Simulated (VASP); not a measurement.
Given:

```
CELL_PARAMETERS angstrom
      0.00000     2.18618     2.18618
      2.18618     0.00000     2.18618
      2.18618     2.18618     0.00000
ATOMIC_POSITIONS crystal
  Si 0.00000 0.00000 0.00000
  C  0.25000 0.25000 0.25000
```

All values below come from rev-vdW-DF2, VASP's PBE PAW potentials (set 64) (plane waves; VASP). Numerical set-up: 520 eV cut-off, 12×12×12 Γ-centred mesh, tetrahedra with Blöchl corrections, potentials Si C.

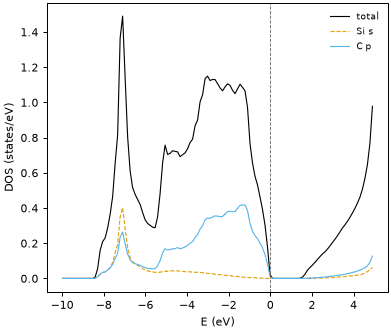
Total and projected density of states, zero at the valence-band maximum

Within 2 eV below the valence-band maximum the largest weight inside VASP's projection spheres is C p, then Si p.

The gap is indirect, 1.41 eV, from the valence maximum at Γ to the conduction minimum at X.

The compound is SiC in the zinc blende structure. It was relaxed first.
